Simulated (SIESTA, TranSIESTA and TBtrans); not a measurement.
Junction: Fe chain bridged by a linear C2 unit along the axis. Leads: straight Fe chain, spacing 2.25 Å. Geometry: 4 atoms about the centre moved by SIESTA (PBE, DZP) to a largest force of 0.01 eV/Å, all others as built, motion along the axis alone.

TranSIESTA and TBtrans, PBE, DZP numerical orbitals (energy shift 0.15 eV), PseudoDojo norm-conserving scalar-relativistic potentials, mesh cutoff 200 Ry, 300 K, spin-polarised (collinear), no spin-orbit coupling; self-consistent non-equilibrium Green functions.

Energies count from the leads' Fermi level. Transmissions are for each spin. The energy step is 0.01 eV; narrower resonances are cut or missed.

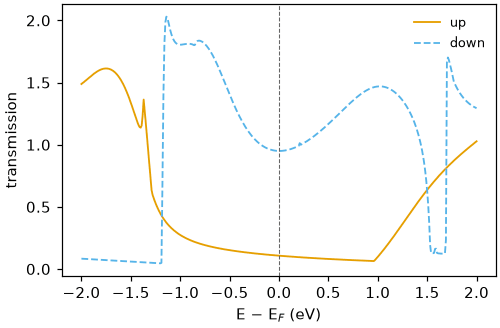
Fig. 1. Transmission against energy

```csv
E (eV),T up,T down,lead channels up,down
-2.00,1.49,0.083,4,1
-1.80,1.61,0.074,4,1
-1.60,1.52,0.065,4,1
-1.40,1.14,0.056,4,1
-1.20,0.45,0.046,1,1
-1.00,0.27,1.80,1,3
-0.80,0.20,1.84,1,4
-0.60,0.17,1.60,1,4
-0.40,0.14,1.23,1,4
-0.20,0.12,1.01,1,4
0.00,0.11,0.95,1,4
0.20,0.095,0.99,1,4
0.40,0.085,1.10,1,band edge
0.60,0.077,1.24,1,band edge
0.80,0.069,1.39,1,4
1.00,0.098,1.47,3,4
1.20,0.31,1.40,3,4
1.40,0.53,1.11,3,4
1.60,0.73,0.13,3,2
1.80,0.89,1.46,3,3
2.00,1.03,1.29,3,3
```

The magnetic order of the leads was set by the start, and no other order was tried; the separate lead runs end at 3.39 (left) and 3.39 (right) μB an atom. The straight chain is held at its spacing; free chains may zigzag or dimerise.
